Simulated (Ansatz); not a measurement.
Zinc-blende HgTe, treated with r²SCAN+SOC (PAW; Ansatz, a first-principles code).

Settings: plane-wave cutoff 560 eV, 10×10×10 k mesh, Fermi–Dirac smearing 0.01 eV, PAW data made under PBE.

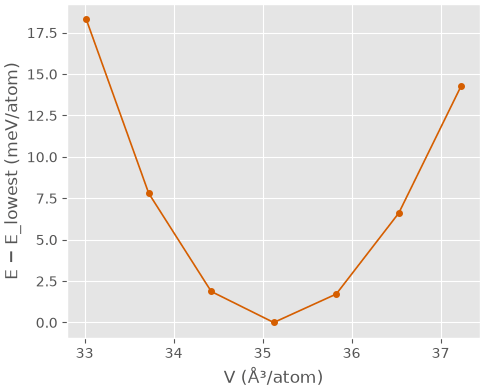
*Total energy against volume*

### Question
From the curve, estimate the equilibrium volume and the bulk modulus.

### Answer
V0 ≈ 35.1 Å³/atom and B0 ≈ 41 GPa; the fit gives V0 = 35.126 Å³/atom, B0 = 40.9 GPa, B′ = 5.1.

Measured, for comparison: bulk modulus 42.3 GPa (temperature not stated, no zero-point or thermal correction; as tabulated in Toher et al. (2017), arXiv:1611.05714); equilibrium volume per atom 33.70 Å³/atom (room temperature, no zero-point or thermal correction; as tabulated in Cava et al. (2013), arXiv:1302.1059). Computed (rounded) less measured: bulk modulus -3 %, equilibrium volume per atom +4.2 %.
